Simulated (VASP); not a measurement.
Band structure of CsCl (CsCl type). Method: SCAN meta-GGA, VASP's PBE PAW potentials (set 64) (plane waves; VASP).

Unless said otherwise, spin-orbit coupling is left out, though it shifts the bands of the heavy elements here.

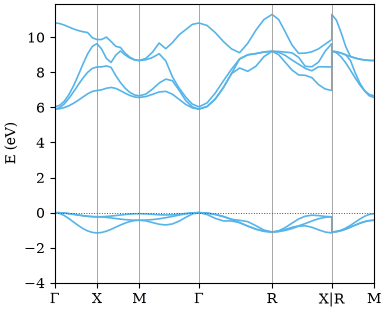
Bands along high-symmetry lines, zero at the valence-band maximum or, without a gap, the Fermi level

Q: Read the plot: is there a gap, and where are the band edges?

A: The gap is direct, 5.90 eV, from the valence maximum at Γ to the conduction minimum at Γ.

Measured: gap 8.35 eV at 80 K (computed value off by -2.45 eV), as given by Wikipedia, Caesium chloride.

The compound is CsCl in the CsCl type structure. The cell was not relaxed at this level.
